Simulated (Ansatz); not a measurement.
# C5H7F: rotation by 180° about the C2–C3 bond, part 1 of 2

How high is the barrier for the rotation by 180° about the C2–C3 bond? Relax the two ends, then run a nudged elastic band between them. SMILES of the start: C=CC(=C)CF.

Program: Ansatz 0.2.0. Level of theory: RKS B3LYP-D4/6-31G. These are calculated values, not measurements.

### 1 The structure to begin with

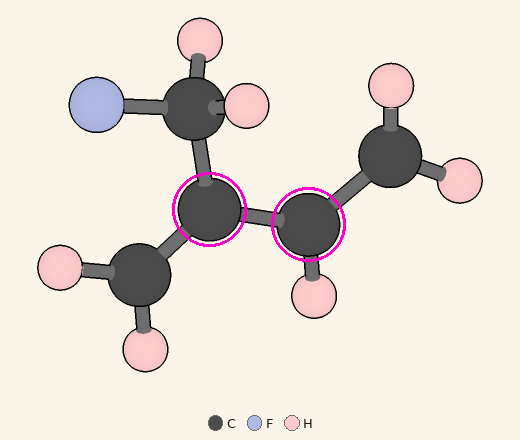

The starting structure, seen from a chosen angle (carbon dark grey, fluorine light blue, hydrogen pink). Ringed: C2, C3.

Coordinates:

```xyz
13

C     1.5098    0.3104   -1.3481
C     0.2927    0.7580   -0.8393
C    -0.4825    0.1078    0.2138
C    -1.5375    0.6513    0.6402
C     0.0987   -1.1670    0.8268
F    -0.7200   -1.6281    1.8239
H     1.9545    0.9301   -2.1532
H     2.0257   -0.5164   -1.0369
H    -0.1397    1.6879   -1.2053
H    -2.0211    1.5502    0.2392
H    -2.1990    0.1736    1.4585
H     1.0933   -0.9708    1.3193
H     0.1455   -1.9217    0.0759
```

### 2 End point A

input.yaml reads:

```yaml
crystal:
  periodic: [false, false, false]
  atoms:
    - { symbol: C, position_ang: [1.5098, 0.3104, -1.3481] }
    - { symbol: C, position_ang: [0.2927, 0.758, -0.8393] }
    - { symbol: C, position_ang: [-0.4825, 0.1078, 0.2138] }
    - { symbol: C, position_ang: [-1.5375, 0.6513, 0.6402] }
    - { symbol: C, position_ang: [0.0987, -1.167, 0.8268] }
    - { symbol: F, position_ang: [-0.72, -1.6281, 1.8239] }
    - { symbol: H, position_ang: [1.9545, 0.9301, -2.1532] }
    - { symbol: H, position_ang: [2.0257, -0.5164, -1.0369] }
    - { symbol: H, position_ang: [-0.1397, 1.6879, -1.2053] }
    - { symbol: H, position_ang: [-2.0211, 1.5502, 0.2392] }
    - { symbol: H, position_ang: [-2.199, 0.1736, 1.4585] }
    - { symbol: H, position_ang: [1.0933, -0.9708, 1.3193] }
    - { symbol: H, position_ang: [0.1455, -1.9217, 0.0759] }
basis:
  gaussian: { orbitals: "6-31G" }
hamiltonian:
  xc: b3lyp
  dispersion: d4
relax:
  f_tol: 0.015
  max_steps: 40
```

Started as:

```sh
> ansatz run input.yaml --threads 1 --pin off --max-ram 2048MiB --backend cpu --events-out ev --progress --plain --runs-dir out
```

What it wrote (excerpt; [...] marks lines left out):

```text
Warning: RAYON_NUM_THREADS=1 ignored (pool sized by the plan → 1); use --threads N
[...]
Functional definition: B3LYP
[...]
1015 factors; integrals over basis functions are off by at most 2.0e-4 eV
[...]
mean field -8012.33567492 eV, -294.4479050971 hartree, gradient 4.3e-5 eV, S^2 0.000000; 0 other end points of the search recorded, 0 dependent functions left out
[...]
reference -8012.33587365 eV, -294.4479124001 hartree; 23, 23 occupied and 45, 45 virtual orbitals, 1015 factors
relax step   1: F+E_penalty+E_count = -8012.74593624 eV  Δ(F+E_penalty+E_count) = +0.000e0 eV  max|allowed force component| = 7.227e0 eV/Å  Δτ_max = 0.0000 Å  (25 SCF iters, accepted)
[...]
relax step   7: F+E_penalty+E_count = -8013.42571917 eV  Δ(F+E_penalty+E_count) = -5.159e-4 eV  max|allowed force component| = 1.544e-2 eV/Å  Δτ_max = 0.0083 Å  (23 SCF iters, accepted)
[...]
relax step   8: F+E_penalty+E_count = -8013.42575180 eV  Δ(F+E_penalty+E_count) = -3.262e-5 eV  max|allowed force component| = 4.148e-3 eV/Å  Δτ_max = 0.0024 Å  (20 SCF iters, accepted)
1015 factors; integrals over basis functions are off by at most 1.9e-4 eV
[...]
mean field -8013.01660206 eV, -294.4729287079 hartree, gradient 5.2e-5 eV, S^2 0.000000; 1 other end points of the search recorded, 0 dependent functions left out
[...]
reference -8013.01680074 eV, -294.4729360093 hartree; 23, 23 occupied and 45, 45 virtual orbitals, 1015 factors
Total energy: -8013.42595048 eV, -294.4879719848 hartree
Atom 0 at     1.481680     0.344421    -1.349393 Å, force     0.002363    -0.000397    -0.001730 eV/Å
Atom 1 at     0.314237     0.776930    -0.841142 Å, force     0.002308    -0.001669    -0.000949 eV/Å
Atom 2 at    -0.455450     0.131867     0.227880 Å, force     0.002900    -0.004148     0.000878 eV/Å
Atom 3 at    -1.617212     0.643849     0.671552 Å, force    -0.002332     0.000041     0.001142 eV/Å
Atom 4 at     0.110181    -1.136600     0.814585 Å, force     0.001220    -0.000778     0.000579 eV/Å
Atom 5 at    -0.748492    -1.654127     1.844235 Å, force    -0.000705     0.003492    -0.001701 eV/Å
Atom 6 at     1.984412     0.886285    -2.142927 Å, force    -0.001638    -0.000848     0.002107 eV/Å
Atom 7 at     1.981467    -0.555490    -1.002794 Å, force    -0.001318     0.001102    -0.000038 eV/Å
Atom 8 at    -0.128427     1.688554    -1.238500 Å, force    -0.000220     0.003186    -0.001377 eV/Å
Atom 9 at    -2.025279     1.556961     0.249871 Å, force     0.000681    -0.001916     0.000997 eV/Å
Atom 10 at    -2.178192     0.160809     1.460874 Å, force    -0.001573    -0.000198     0.000930 eV/Å
Atom 11 at     1.092040    -0.960854     1.268735 Å, force    -0.000605     0.000890    -0.000540 eV/Å
Atom 12 at     0.209435    -1.917304     0.051822 Å, force    -0.001081     0.001244    -0.000297 eV/Å
Dipole moment:     0.220597     0.170145    -0.293653 e Å
```

It took 48 s on 1 thread of Intel Xeon Platinum 8259CL at 2.50GHz (Skylake/Cascade Lake), shared host; peak memory 0.17 GiB.

Step by step:

| step | energy from step 1 (eV) | largest force component (eV/Å) |
| --- | --- | --- |
| 1 | 0.0000 | 7.2272 |
| 2 | -0.5923 | 1.5159 |
| 3 | -0.6282 | 0.6696 |
| 4 | -0.6451 | 0.8650 |
| 5 | -0.6765 | 0.1977 |
| 6 | -0.6793 | 0.0966 |
| 7 | -0.6798 | 0.0154 |
| 8 | -0.6798 | 0.0041 |

Step 1 is the start.

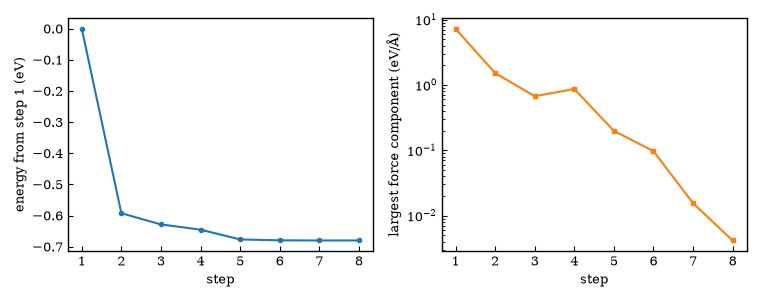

Energy and largest force along the relaxation.

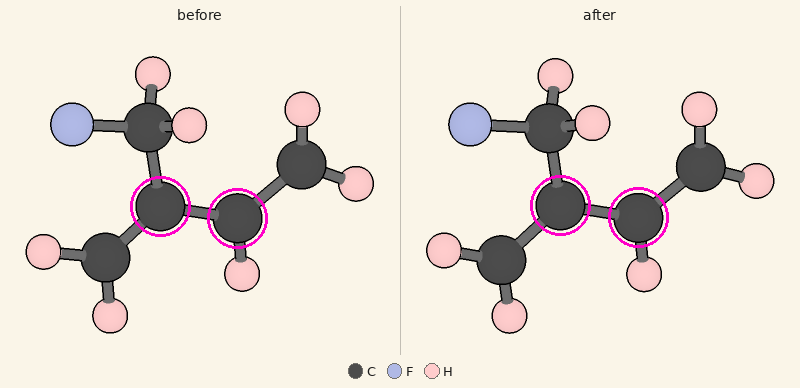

The structure before (left) and after (right), drawn at the same scale.

After: Bond lengths: C1–C2 1.345 Å, C2–C3 1.467 Å, C3–C4 1.345 Å, C3–C5 1.508 Å, C5–F6 1.437 Å, C1–H7 1.084 Å, C1–H8 1.086 Å, C2–H9 1.089 Å, C4–H10 1.085 Å, C4–H11 1.082 Å, C5–H12 1.096 Å, C5–H13 1.096 Å. Angles (14 of 18 angles, heavy atoms first): C1–C2–C3 126.1°, C2–C3–C4 121.8°, C2–C3–C5 117.2°, C4–C3–C5 121.1°, C3–C5–F6 111.0°, C1–C2–H9 119.0°, C3–C2–H9 114.9°, C2–C1–H7 121.2°, C2–C1–H8 123.0°, C3–C4–H10 121.1°, C3–C4–H11 121.2°, C3–C5–H12 111.2°, C3–C5–H13 111.3°, F6–C5–H12 107.2°.

### 3 Relaxing end B

The second end starts from a geometry with the move made by hand.

input.yaml reads:

```yaml
crystal:
  periodic: [false, false, false]
  atoms:
    - { symbol: C, position_ang: [1.5098, 0.3104, -1.3481] }
    - { symbol: C, position_ang: [0.2927, 0.758, -0.8393] }
    - { symbol: C, position_ang: [-0.4825, 0.1078, 0.2138] }
    - { symbol: C, position_ang: [-0.09157, -0.99269, 0.68954] }
    - { symbol: C, position_ang: [-1.80802, 0.7583, 0.61195] }
    - { symbol: F, position_ang: [-2.43198, 0.00937, 1.57469] }
    - { symbol: H, position_ang: [1.9545, 0.9301, -2.1532] }
    - { symbol: H, position_ang: [2.0257, -0.5164, -1.0369] }
    - { symbol: H, position_ang: [-0.1397, 1.6879, -1.2053] }
    - { symbol: H, position_ang: [0.85137, -1.50632, 0.46652] }
    - { symbol: H, position_ang: [-0.65511, -1.54249, 1.53543] }
    - { symbol: H, position_ang: [-2.52642, 0.79376, -0.25576] }
    - { symbol: H, position_ang: [-1.61031, 1.71808, 1.03069] }
basis:
  gaussian: { orbitals: "6-31G" }
hamiltonian:
  xc: b3lyp
  dispersion: d4
relax:
  f_tol: 0.015
  max_steps: 40
output:
  orbitals: {}
```

Started as:

```sh
> ansatz run input.yaml --threads 1 --pin off --max-ram 2048MiB --backend cpu --events-out ev --progress --plain --runs-dir out
```

What it wrote (excerpt; [...] marks lines left out):

```text
Warning: RAYON_NUM_THREADS=1 ignored (pool sized by the plan → 1); use --threads N
[...]
[... 1 set-up line as earlier in the session ...]
[...]
1015 factors; integrals over basis functions are off by at most 2.0e-4 eV
[...]
mean field -8012.14500547 eV, -294.4408981239 hartree, gradient 4.8e-5 eV, S^2 0.000000; 0 other end points of the search recorded, 0 dependent functions left out
[...]
reference -8012.14520700 eV, -294.4409055303 hartree; 23, 23 occupied and 45, 45 virtual orbitals, 1015 factors
relax step   1: F+E_penalty+E_count = -8012.55242309 eV  Δ(F+E_penalty+E_count) = +0.000e0 eV  max|allowed force component| = 6.648e0 eV/Å  Δτ_max = 0.0000 Å  (25 SCF iters, accepted)
[...]
relax step   4: F+E_penalty+E_count = -8013.28043757 eV  Δ(F+E_penalty+E_count) = -5.690e-2 eV  max|allowed force component| = 3.040e-1 eV/Å  Δτ_max = 0.0541 Å  (25 SCF iters, accepted)
[...]
relax step   7: F+E_penalty+E_count = -8013.28937789 eV  Δ(F+E_penalty+E_count) = -1.965e-4 eV  max|allowed force component| = 8.299e-3 eV/Å  Δτ_max = 0.0150 Å  (29 SCF iters, accepted)
[...]
relax step  10: F+E_penalty+E_count = -8013.29058457 eV  Δ(F+E_penalty+E_count) = -6.815e-4 eV  max|allowed force component| = 1.474e-1 eV/Å  Δτ_max = 0.0432 Å  (27 SCF iters, accepted)
[...]
relax step  12: F+E_penalty+E_count = -8013.29322250 eV  Δ(F+E_penalty+E_count) = -2.638e-3 eV  max|allowed force component| = 2.528e-1 eV/Å  Δτ_max = 0.0976 Å  (27 SCF iters, accepted)
[...]
relax step  13: F+E_penalty+E_count = -8013.29427828 eV  Δ(F+E_penalty+E_count) = -1.056e-3 eV  max|allowed force component| = 1.767e-1 eV/Å  Δτ_max = 0.0975 Å  (28 SCF iters, accepted)
[...]
1015 factors; integrals over basis functions are off by at most 2.0e-4 eV
```

### 4 The log goes on: end point B relaxed

The log, continued:

```text
mean field -8012.88620136 eV, -294.4681365708 hartree, gradient 8.8e-6 eV, S^2 0.000000; 0 other end points of the search recorded, 0 dependent functions left out
the calculation of the forces begins
reference -8012.88640429 eV, -294.4681440282 hartree; 23, 23 occupied and 45, 45 virtual orbitals, 1015 factors
relax step  14: F+E_penalty+E_count = -8013.29016772 eV  Δ(F+E_penalty+E_count) = +4.111e-3 eV  max|allowed force component| = 3.992e-1 eV/Å  Δτ_max = 0.1440 Å  (28 SCF iters, rejected (line search))
these checks for a lower state are left out or cut short: starts, cluster_reference, orbital_swaps, neighbouring_geometries, increment
1015 factors; integrals over basis functions are off by at most 1.9e-4 eV
mean field -8012.89531205 eV, -294.4684713823 hartree, gradient 8.8e-5 eV, S^2 0.000000; 0 other end points of the search recorded, 0 dependent functions left out
the calculation of the forces begins
reference -8012.89551556 eV, -294.4684788613 hartree; 23, 23 occupied and 45, 45 virtual orbitals, 1015 factors
relax step  15: F+E_penalty+E_count = -8013.29981918 eV  Δ(F+E_penalty+E_count) = -5.541e-3 eV  max|allowed force component| = 5.714e-2 eV/Å  Δτ_max = 0.0720 Å  (25 SCF iters, accepted)
these checks for a lower state are left out or cut short: starts, cluster_reference, orbital_swaps, neighbouring_geometries, increment
1015 factors; integrals over basis functions are off by at most 2.0e-4 eV
mean field -8012.89762962 eV, -294.4685565515 hartree, gradient 5.5e-6 eV, S^2 0.000000; 0 other end points of the search recorded, 0 dependent functions left out
the calculation of the forces begins
reference -8012.89783220 eV, -294.4685639961 hartree; 23, 23 occupied and 45, 45 virtual orbitals, 1015 factors
relax step  16: F+E_penalty+E_count = -8013.30223578 eV  Δ(F+E_penalty+E_count) = -2.417e-3 eV  max|allowed force component| = 2.135e-2 eV/Å  Δτ_max = 0.0749 Å  (26 SCF iters, accepted)
these checks for a lower state are left out or cut short: starts, cluster_reference, orbital_swaps, neighbouring_geometries, increment
1015 factors; integrals over basis functions are off by at most 2.0e-4 eV
mean field -8012.89900324 eV, -294.4686070312 hartree, gradient 7.9e-6 eV, S^2 0.000000; 0 other end points of the search recorded, 0 dependent functions left out
the calculation of the forces begins
reference -8012.89920468 eV, -294.4686144337 hartree; 23, 23 occupied and 45, 45 virtual orbitals, 1015 factors
relax step  17: F+E_penalty+E_count = -8013.30367593 eV  Δ(F+E_penalty+E_count) = -1.440e-3 eV  max|allowed force component| = 1.124e-1 eV/Å  Δτ_max = 0.1097 Å  (27 SCF iters, accepted)
these checks for a lower state are left out or cut short: starts, cluster_reference, orbital_swaps, neighbouring_geometries, increment
1015 factors; integrals over basis functions are off by at most 2.0e-4 eV
mean field evaluation 128: about -8012.8996 eV, gradient 9.2e-5 eV
mean field -8012.89957589 eV, -294.4686280755 hartree, gradient 6.3e-6 eV, S^2 0.000000; 0 other end points of the search recorded, 0 dependent functions left out
the calculation of the forces begins
reference -8012.89977728 eV, -294.4686354766 hartree; 23, 23 occupied and 45, 45 virtual orbitals, 1015 factors
relax step  18: F+E_penalty+E_count = -8013.30427377 eV  Δ(F+E_penalty+E_count) = -5.978e-4 eV  max|allowed force component| = 7.425e-2 eV/Å  Δτ_max = 0.0088 Å  (29 SCF iters, accepted)
these checks for a lower state are left out or cut short: starts, cluster_reference, orbital_swaps, neighbouring_geometries, increment
1015 factors; integrals over basis functions are off by at most 2.0e-4 eV
mean field -8012.90000123 eV, -294.4686437066 hartree, gradient 2.1e-5 eV, S^2 0.000000; 0 other end points of the search recorded, 0 dependent functions left out
the calculation of the forces begins
reference -8012.90020222 eV, -294.4686510927 hartree; 23, 23 occupied and 45, 45 virtual orbitals, 1015 factors
relax step  19: F+E_penalty+E_count = -8013.30485904 eV  Δ(F+E_penalty+E_count) = -5.853e-4 eV  max|allowed force component| = 3.755e-2 eV/Å  Δτ_max = 0.0316 Å  (28 SCF iters, accepted)
these checks for a lower state are left out or cut short: starts, cluster_reference, orbital_swaps, neighbouring_geometries, increment
1015 factors; integrals over basis functions are off by at most 2.0e-4 eV
mean field -8012.90017110 eV, -294.4686499493 hartree, gradient 8.2e-6 eV, S^2 0.000000; 0 other end points of the search recorded, 0 dependent functions left out
the calculation of the forces begins
reference -8012.90037205 eV, -294.4686573340 hartree; 23, 23 occupied and 45, 45 virtual orbitals, 1015 factors
relax step  20: F+E_penalty+E_count = -8013.30506635 eV  Δ(F+E_penalty+E_count) = -2.073e-4 eV  max|allowed force component| = 1.908e-2 eV/Å  Δτ_max = 0.0181 Å  (28 SCF iters, accepted)
these checks for a lower state are left out or cut short: starts, cluster_reference, orbital_swaps, neighbouring_geometries, increment
1015 factors; integrals over basis functions are off by at most 2.0e-4 eV
mean field -8012.90023043 eV, -294.4686521296 hartree, gradient 1.3e-5 eV, S^2 0.000000; 0 other end points of the search recorded, 0 dependent functions left out
the calculation of the forces begins
reference -8012.90043137 eV, -294.4686595139 hartree; 23, 23 occupied and 45, 45 virtual orbitals, 1015 factors
relax step  21: F+E_penalty+E_count = -8013.30513007 eV  Δ(F+E_penalty+E_count) = -6.372e-5 eV  max|allowed force component| = 1.392e-2 eV/Å  Δτ_max = 0.0114 Å  (23 SCF iters, accepted)
1015 factors; integrals over basis functions are off by at most 2.0e-4 eV
mean field evaluation 160: about -8012.9002 eV, gradient 6.1e-2 eV
mean field -8012.90023043 eV, -294.4686521296 hartree, gradient 1.3e-5 eV, S^2 0.000000; 1 other end points of the search recorded, 0 dependent functions left out
the calculation of the forces begins
reference -8012.90043137 eV, -294.4686595139 hartree; 23, 23 occupied and 45, 45 virtual orbitals, 1015 factors
Total energy: -8013.30533101 eV, -294.4835393011 hartree
Atom 0 at     1.511716     0.520061    -1.257645 Å, force     0.004415    -0.000766     0.013917 eV/Å
Atom 1 at     0.201719     0.638860    -0.992194 Å, force     0.001101    -0.000107    -0.001864 eV/Å
Atom 2 at    -0.504020     0.009225     0.141307 Å, force     0.002995     0.003186    -0.005446 eV/Å
Atom 3 at    -0.161901    -1.168311     0.687681 Å, force    -0.000714    -0.001472     0.003092 eV/Å
Atom 4 at    -1.682766     0.799202     0.654224 Å, force    -0.001873     0.000256     0.005279 eV/Å
Atom 5 at    -2.388902     0.079289     1.676964 Å, force     0.001210     0.002673    -0.003110 eV/Å
Atom 6 at     1.961058     0.993633    -2.124313 Å, force    -0.002620    -0.003798    -0.003124 eV/Å
Atom 7 at     2.177297    -0.047359    -0.613017 Å, force    -0.006810     0.006227    -0.008467 eV/Å
Atom 8 at    -0.411247     1.259885    -1.647712 Å, force     0.003482    -0.000175     0.000277 eV/Å
Atom 9 at     0.656115    -1.758939     0.290168 Å, force    -0.000124     0.001093    -0.000470 eV/Å
Atom 10 at    -0.710878    -1.570424     1.529828 Å, force    -0.001606    -0.002111     0.000051 eV/Å
Atom 11 at    -2.396271     1.007754    -0.153158 Å, force     0.001242    -0.001427     0.001903 eV/Å
Atom 12 at    -1.363459     1.752934     1.091926 Å, force    -0.000697    -0.003579    -0.002038 eV/Å
Dipole moment:     0.223339     0.217346    -0.308045 e Å
```

It took 1.9 min on 1 thread of Intel Xeon Platinum 8259CL at 2.50GHz (Skylake/Cascade Lake), shared host; peak memory 0.18 GiB.

Relaxation path:

| step | energy from step 1 (eV) | largest force component (eV/Å) |
| --- | --- | --- |
| 1 | 0.0000 | 6.6481 |
| 2 | -0.6494 | 1.7336 |
| 3 | -0.6711 | 0.7279 |
| 4 | -0.7280 | 0.3040 |
| 5 | -0.7362 | 0.0786 |
| 6 | -0.7368 | 0.0569 |
| 7 | -0.7370 | 0.0083 |
| 8 | -0.7371 | 0.0333 |
| 9 | -0.7375 | 0.1574 |
| 10 | -0.7382 | 0.1474 |
| 11x | -0.7293 | 0.4840 |
| 12 | -0.7408 | 0.2528 |
| 13 | -0.7419 | 0.1767 |
| 14x | -0.7377 | 0.3992 |
| 15 | -0.7474 | 0.0571 |
| 16 | -0.7498 | 0.0214 |
| 17 | -0.7513 | 0.1124 |
| 18 | -0.7519 | 0.0742 |
| 19 | -0.7524 | 0.0376 |
| 20 | -0.7526 | 0.0191 |
| 21 | -0.7527 | 0.0139 |

Step 1 is the start. 2 steps were tried and not accepted (marked x).

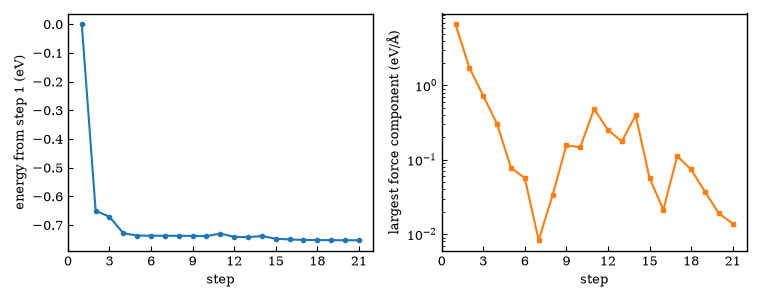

How energy and force went from step to step.

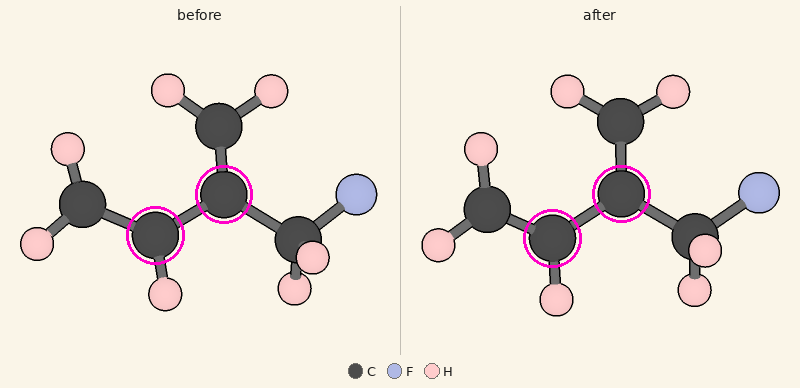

The structure before (left) and after (right), drawn at the same scale.

After: Bond lengths: C1–C2 1.342 Å, C2–C3 1.476 Å, C3–C4 1.342 Å, C3–C5 1.509 Å, C5–F6 1.436 Å, C1–H7 1.085 Å, C1–H8 1.087 Å, C2–H9 1.091 Å, C4–H10 1.084 Å, C4–H11 1.083 Å, C5–H12 1.097 Å, C5–H13 1.097 Å. Angles (14 of 18 angles, heavy atoms first): C1–C2–C3 125.5°, C2–C3–C4 124.4°, C2–C3–C5 114.3°, C4–C3–C5 121.3°, C3–C5–F6 111.3°, C1–C2–H9 118.7°, C3–C2–H9 115.8°, C2–C1–H7 121.6°, C2–C1–H8 121.8°, C3–C4–H10 121.4°, C3–C4–H11 120.9°, C3–C5–H12 110.9°, C3–C5–H13 111.3°, F6–C5–H12 107.4°.

(Continued in part 2 of 2.)
